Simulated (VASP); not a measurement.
# A VASP study of KTi2 (vdW-DF-cx): structure first, properties next, part 4 of 4

Wanted: the relaxed cell of KTi2 and its properties. The cell is invented: other elements were put on sites of a known structure type. It may not be a known or stable phase.

VASP 6.6.1; vdW-DF-cx; plane waves and PAW (K_sv, Ti_sv); invented cell.

Still holding for the runs below: This run has no spin polarisation. Its electron count is odd, so without a moment it is a metal by construction.

So far. Step 6 (Bands along the symmetry lines (vdW-DF-cx)): Of the bands kept, 3 cross the Fermi level on this path. The relaxed cell has a = 5.401, c = 2.685 Å (conventional setting).

## (7) Total and projected DOS (vdW-DF-cx)

A density of states needs more k-points than a total energy; ISMEAR = -5 takes tetrahedra, and LORBIT projects the states on the PAW spheres. The mesh is finer than in the run before.

File INCAR:

```
SYSTEM = KTi2
PREC = Accurate
ENCUT = 400
EDIFF = 1E-06
NELM = 100
ISMEAR = -5
SIGMA = 0.05
LREAL = .FALSE.
ALGO = Normal
GGA = CX
AGGAC = 0
LUSE_VDW = .TRUE.
LASPH = .TRUE.
NBANDS = 29
LORBIT = 11
LWAVE = .FALSE.
LCHARG = .FALSE.
NEDOS = 2001
```

File POSCAR:

```
KTi2
1.0
    5.4007374385      0.0000000023      0.0000000000
   -2.7003687105      4.6771758073      0.0000000000
    0.0000000000      0.0000000000      2.6849450127
K Ti
1 2
Direct
    0.0000000000      0.0000000000      0.0000000000
    0.3333333300      0.6666666700      0.5000000000
    0.6666666700      0.3333333300      0.5000000000
```

File KPOINTS:

```
Automatic mesh
0
Gamma
9 9 15
0 0 0
```

PAW data sets: K_sv and Ti_sv (PBE family, release 64).

Launch:

```
> mpirun -np 1 vasp_std
```

Log:

```text
[... set-up lines as in an earlier step ...]
 entering main loop
       N       E                     dE             d eps       ncg     rms          rms(c)
DAV:   1     0.366865401131E+03    0.36687E+03   -0.13721E+04  5568   0.107E+03
DAV:   2     0.302885106433E+02   -0.33658E+03   -0.32354E+03  5708   0.367E+02
DAV:   3    -0.468876029778E+01   -0.34977E+02   -0.33675E+02  9371   0.103E+02
DAV:   4    -0.738664904958E+01   -0.26979E+01   -0.26355E+01  7511   0.240E+01
DAV:   5    -0.754451275146E+01   -0.15786E+00   -0.15775E+00  7811   0.484E+00    0.148E+01
DAV:   6    -0.553424236659E+01    0.20103E+01   -0.66457E+00  6383   0.222E+01    0.380E+00
DAV:   7    -0.544223644369E+01    0.92006E-01   -0.61499E-01  7169   0.553E+00    0.339E+00
DAV:   8    -0.542336338226E+01    0.18873E-01   -0.18671E-01  7070   0.255E+00    0.114E+00
DAV:   9    -0.542211679092E+01    0.12466E-02   -0.18129E-02  7676   0.102E+00    0.370E-01
DAV:  10    -0.542241533632E+01   -0.29855E-03   -0.14127E-03  7863   0.272E-01    0.934E-02
DAV:  11    -0.542245947190E+01   -0.44136E-04   -0.13768E-04  7221   0.746E-02    0.349E-02
DAV:  12    -0.542247048169E+01   -0.11010E-04   -0.27880E-05  7665   0.356E-02    0.614E-03
DAV:  13    -0.542247203372E+01   -0.15520E-05   -0.25725E-06  5968   0.110E-02    0.176E-03
DAV:  14    -0.542247195165E+01    0.82070E-07   -0.22315E-07  3779   0.405E-03
   1 F= -.54224720E+01 E0= -.54224720E+01  d E =0.000000E+00
 -----------------------------------------------------------------------------
|                                                                             |
|           W    W    AA    RRRRR   N    N  II  N    N   GGGG   !!!           |
|           W    W   A  A   R    R  NN   N  II  NN   N  G    G  !!!           |
|           W    W  A    A  R    R  N N  N  II  N N  N  G       !!!           |
|           W WW W  AAAAAA  RRRRR   N  N N  II  N  N N  G  GGG   !            |
|           WW  WW  A    A  R   R   N   NN  II  N   NN  G    G                |
|           W    W  A    A  R    R  N    N  II  N    N   GGGG   !!!           |
|                                                                             |
|     Tetrahedron method does not include variations of the Fermi             |
|     occupations, so forces and stress will be inaccurate. We suggest        |
|     using a different smearing scheme ISMEAR = 1 or 2 for metals in         |
|     relaxations.                                                            |
|                                                                             |
 -----------------------------------------------------------------------------
```

Elapsed: 2.8 min, on 1 MPI rank of AMD EPYC 7R43, shared host; peak memory 0.39 GiB.

OUTCAR, selected parts (step 7):

```text
   k-points           NKPTS =     96   k-points in BZ     NKDIM =     96   number of bands    NBANDS=     29

   NELECT =      33.0000    total number of electrons

 E-fermi :   4.7793

 k-point     1 :       0.0000    0.0000    0.0000
  band No.  band energies     occupation
    ...
     13       0.2405      2.00000
     14       3.8264      2.00000
     15       3.9446      2.00000
     16       4.3512      2.00000
     17       4.3512      2.00000
     18       4.8798      0.00000
     19       4.8798      0.00000
     20       6.8564      0.00000
     21       6.8564      0.00000
     22       7.2916      0.00000
    ...

Total vdW correction in eV:      5.7991018

  Total        0.0207235      0.0207235     -0.0123566      0.0000000      0.0000000     -0.0000000
  in kB        0.4895548      0.4895548     -0.2919013      0.0000000      0.0000000     -0.0000000
  external PRESSURE =       0.2290695 kB  Pullay stress =       0.0000000 kB

 POSITION                                       TOTAL-FORCE (eV/Angst)
 -----------------------------------------------------------------------------------
      0.00000      0.00000      0.00000        -0.000000     -0.000000      0.000000
     -0.00000      3.11812      1.34247        -0.000000      0.000000      0.000000
      2.70037      1.55906      1.34247         0.000000     -0.000000     -0.000000
 -----------------------------------------------------------------------------------
    total drift:                               -0.000000      0.000000      0.000000

  FREE ENERGIE OF THE ION-ELECTRON SYSTEM (eV)
  ---------------------------------------------------
  free  energy   TOTEN  =        -5.4224719517 eV

  energy  without entropy=       -5.4224719517  energy(sigma->0) =       -5.42247195

Total vdW correction in eV:      5.7990958

[... 6 parts as in an earlier step ...]

[... 10 further parts left out ...]
```

With tetrahedra the forces and stress of a metal are not exact derivatives of the energy.

Numbers from this step:

- SCF cycles: 14
- irreducible k-points: 96
- free energy (TOTEN): -5.422 eV
- Fermi energy: 4.779 eV
- pressure: 0.02291 GPa
- DOS at the Fermi level: 4.388 states/eV/cell

The density of states has structure finer than the step of the table below, so its rows give means over 1 eV, whole bins alone (the curve runs from -12.0 to 2.55 eV). Peaks (eV: height): total -0.8: 7.82, -0.3: 9.44, -0.1: 7.10, 0.4: 7.57, 0.6: 12.2, 1.1: 7.58, 2.5: 9.93; Ti d -0.4: 4.35, -0.3: 5.37, 0.4: 5.02, 0.6: 8.35, 1.1: 5.21, 2.0: 4.79, 2.5: 8.33; K d -0.7: 0.0937, -0.1: 0.102, -0.1: 0.116, 0.4: 0.132, 0.6: 0.126, 1.1: 0.194, 1.3: 0.201.

States under -12.0 eV and over 2.5 eV are left out. Table of density of states by energy, zero at the Fermi level; means over each step; values in states/eV/cell:

```csv
energy (eV),total,Ti d,K d
-5,2.8e-4,0,0
-4,0.245,0.00215,5.5e-4
-3,0.608,0.0219,0.00260
-2,1.09,0.139,0.0141
-1,4.07,1.84,0.0492
0,5.38,3.34,0.0659
1,5.33,3.55,0.106
2,5.05,3.82,0.0709
```

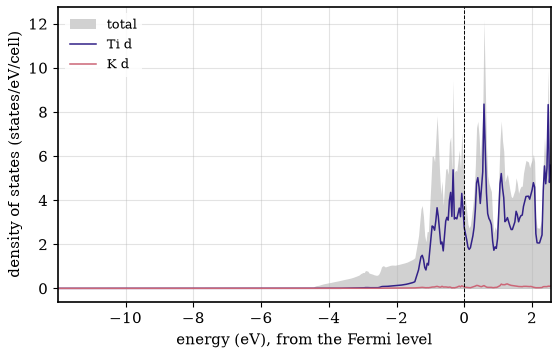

Density of states against energy.

The finer mesh and the other smearing move the Fermi level by -0.02 eV from the 6×6×10 run, a small shift, which tests the Fermi level alone. Of the states within 0.3 eV of the Fermi level, the largest shares in the PAW spheres are Ti d 61 %. The rest lies in smaller channels or between the spheres.

## (8) Elastic tensor by finite strains (vdW-DF-cx)

IBRION = 6 with ISIF = 3 strains the cell both ways at fixed fractional positions, and adds the ions' share afterwards from the force constants. Stress converges slowly with the basis, so the cutoff is raised.

File INCAR:

```
SYSTEM = KTi2
PREC = Accurate
ENCUT = 500
EDIFF = 1E-07
NELM = 100
ISMEAR = 0
SIGMA = 0.05
LREAL = .FALSE.
ALGO = Normal
GGA = CX
AGGAC = 0
LUSE_VDW = .TRUE.
LASPH = .TRUE.
NBANDS = 22
LORBIT = 11
LWAVE = .FALSE.
LCHARG = .FALSE.
IBRION = 6
NFREE = 2
POTIM = 0.015
ISIF = 3
NSW = 1
```

POSCAR is that of step 7.

File KPOINTS:

```
Automatic mesh
0
Gamma
6 6 10
0 0 0
```

Launch:

```
> mpirun -np 1 vasp_std
```

Log:

```text
[... set-up lines as in an earlier step ...]
 entering main loop
       N       E                     dE             d eps       ncg     rms          rms(c)
DAV:   1     0.384615506902E+03    0.38462E+03   -0.16657E+04  1848   0.162E+03
DAV:   2     0.331408513724E+02   -0.35147E+03   -0.34383E+03  1892   0.485E+02
DAV:   3    -0.375801492978E+01   -0.36899E+02   -0.35576E+02  3526   0.136E+02
DAV:   4    -0.735166638405E+01   -0.35937E+01   -0.35288E+01  2714   0.341E+01
[...]
DAV:  13    -0.543391101380E+01    0.24333E-07   -0.46681E-06  2602   0.176E-02    0.226E-03
DAV:  14    -0.543391117605E+01   -0.16225E-06   -0.33184E-07  2060   0.482E-03    0.604E-04
DAV:  15    -0.543391113317E+01    0.42871E-07   -0.55078E-08  1590   0.230E-03
   1 F= -.54339111E+01 E0= -.54308019E+01  d E =-.621839E-02
[... from here on, the cycles between the ionic steps are left out ...]
   2 F= -.54322636E+01 E0= -.54290641E+01  d E =-.639908E-02
   3 F= -.54280841E+01 E0= -.54252180E+01  d E =-.573204E-02
   4 F= -.54322610E+01 E0= -.54290558E+01  d E =-.641024E-02
   5 F= -.54281539E+01 E0= -.54253635E+01  d E =-.558081E-02
   6 F= -.54299237E+01 E0= -.54266672E+01  d E =-.651297E-02
   7 F= -.54254586E+01 E0= -.54224973E+01  d E =-.592269E-02
   8 F= -.54329602E+01 E0= -.54298767E+01  d E =-.616693E-02
   9 F= -.54329607E+01 E0= -.54298773E+01  d E =-.616689E-02
  10 F= -.54347352E+01 E0= -.54318738E+01  d E =-.572284E-02
  11 F= -.54347352E+01 E0= -.54318735E+01  d E =-.572333E-02
  12 F= -.54347370E+01 E0= -.54318739E+01  d E =-.572616E-02
  13 F= -.54347370E+01 E0= -.54318736E+01  d E =-.572681E-02
  14 F= -.54334896E+01 E0= -.54303806E+01  d E =-.621799E-02
  15 F= -.54334895E+01 E0= -.54303805E+01  d E =-.621800E-02
  16 F= -.54338959E+01 E0= -.54307861E+01  d E =-.621967E-02
  17 F= -.54338959E+01 E0= -.54307861E+01  d E =-.621960E-02
  18 F= -.54335257E+01 E0= -.54304253E+01  d E =-.620075E-02
  19 F= -.54335256E+01 E0= -.54304253E+01  d E =-.620058E-02
[...]
hard stop encountered!  aborting job ...
[...]
soft stop encountered!  aborting job ...
  20 F= -.54340074E+01 E0= -.54308990E+01  d E =-.621673E-02
 deleting file STOPCAR
```

Wall time 44 min (1 MPI rank); peak memory 0.45 GiB.

The run was stopped at its time limit, by a STOPCAR file.

More ranks or a longer limit would be the way on.

## (9) What came out

* relaxed volume: 22.61 Å³/atom
* relaxed conventional cell a, b, c: 5.401, 5.401, 2.685 Å; angles 90.0, 90.0, 120.0°
* space group after relaxing, within 0.02 Å: P6/mmm (No. 191)
* band gap: none, a metal
* DOS at the Fermi level: 4.39 states/eV/cell

**Reading.** With vdW-DF-cx, KTi2 relaxes to 22.61 Å³/atom in space group P6/mmm (held by the symmetry of the run) and comes out as a metal. Not obtained: elastic tensor by finite strains (vdW-DF-cx), because the run hit its time limit. Bands along the symmetry lines (vdW-DF-cx): Of the bands kept, 3 cross the Fermi level on this path. The k-sampling is coarse for a metal, so the Fermi level, pressures and the shape of the cell carry errors. With an odd electron count and no spin the cell is a metal by construction. No search among competing phases was made. All values are for a static lattice at zero temperature.

[Lines on the potential files, build, host, timing and source positions are cut from VASP's logs without a mark.]

[Logs are printed without paths, hosts, clocks, repeated set-up lines and the standing remarks that a program may print on its own settings, such as how far it seeks lower states.]

[Hosts, paths, dates, database ids (printed as entryN), source tags and the programs' standing remarks are cut or masked in the printed files.]

[A measured line is paired with the nearest computed mode of its activity, which favours agreement.]
